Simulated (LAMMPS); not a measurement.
System: a melt made from Pt (fcc), 4000 atoms, at 2550 K and 0 GPa, brought to that temperature within a few picoseconds.

Method: classical MD, pair style eam, the elements' _u3.eam files (universal-3 set of Foiles, Baskes and Daw); code LAMMPS.

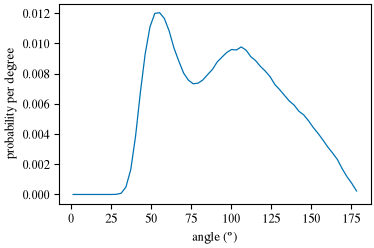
Fig. 1. Probability per degree against angle (°)

Main features:
- state found: liquid
- most common Pt-Pt-Pt angle: in the 3° bin centred on 55.5° (mean of all 96°)
